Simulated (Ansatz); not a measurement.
# H$_{8}$OSi$_{3}$ (SMILES O[SiH]([SiH3])[SiH3]): what the fields show

```xyz
12

O    -1.4880    1.4379   -0.4236
Si   -0.0199    0.7613   -0.0464
Si   -0.2667   -0.2849    2.0309
Si    0.6954   -0.7749   -1.6730
H    -1.5557    1.9067   -1.2568
H     1.0407    1.8112    0.0604
H     1.0437   -0.8810    2.4113
H    -1.2771   -1.3733    1.9498
H    -0.6781    0.6819    3.0836
H     0.7433   -0.1350   -3.0187
H    -0.2222   -1.9440   -1.7482
H     2.0616   -1.2610   -1.3350
```

Geometry: PBE0-D4/def2-TZVP.

Level of theory: RKS PBE0-D4/def2-TZVPP in Ansatz 0.2.0.

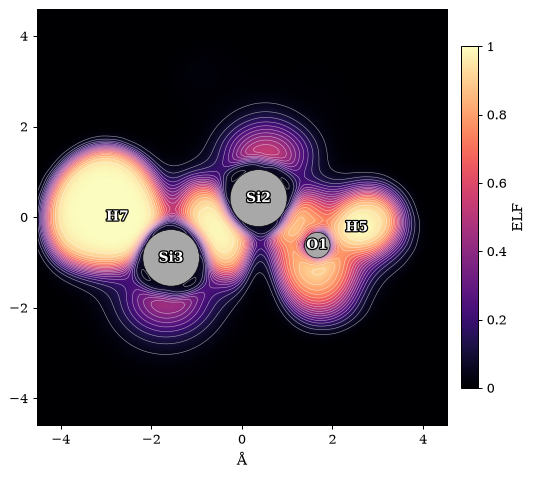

Figure 1. ELF on the plane of atoms Si2, Si3 and H7. Grey discs cover the atomic cores.

### What do the fields say about this system?

Atoms in the plane: O, Si and H.
Si–O (1.66 Å): the ELF peaks at about 0.85 between the atoms; a shared but strongly polarised pair.
Si–Si (2.34 Å): the ELF peaks at about 1 between the atoms, as expected for a shared electron pair.
O–H (0.96 Å): the ELF climbs to about 1 towards the hydrogen, as it does in any bond to H; an ordinary covalent bond to hydrogen.
Si–H (1.49 Å): the ELF climbs to about 1 towards the hydrogen.
The ELF also peaks beside O1, away from the bonds: lone-pair regions.

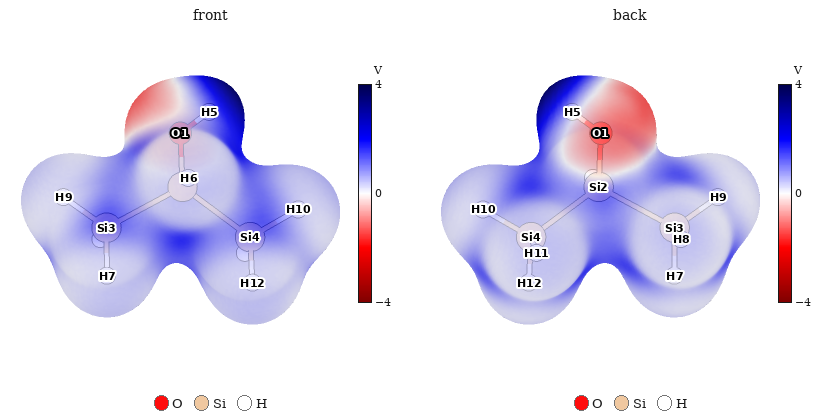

Figure 2. The molecular electrostatic potential painted on the density surface at 0.004 e/bohr³, seen from the front and from behind; red is negative and blue positive.

### Describe the electrostatic potential map.

The most negative region (about −1.3 V, or −30 kcal/mol for a unit charge) lies over O1, the most positive (about +3.5 V, or +81 kcal/mol for a unit charge) over H5. O1 is the likeliest acceptor of a hydrogen bond.

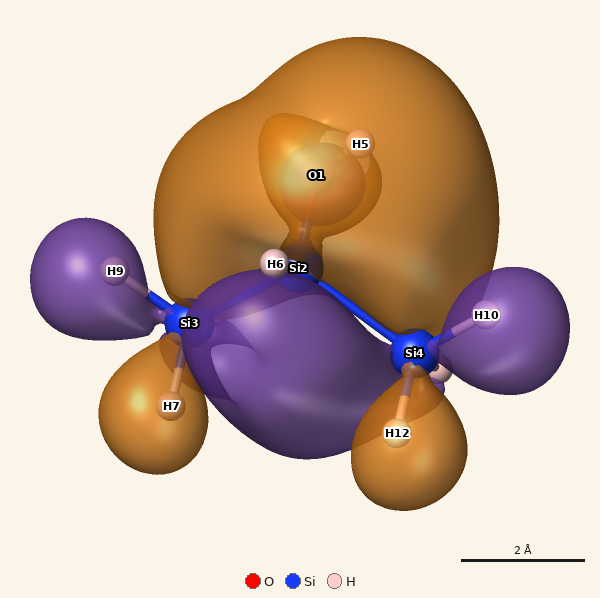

Figure 3. The LUMO at ±0.04 Å⁻³ᐟ² (orange and purple are the two phases), seen at a tilt.

### Describe this orbital and give its energy.

Its weight (Hirshfeld) is mainly on Si2 (about 35 %), Si4 (about 15 %), Si3 (about 15 %), H5 (about 10 %) and O1 (about 10 %). Its energy is −0.79 eV.
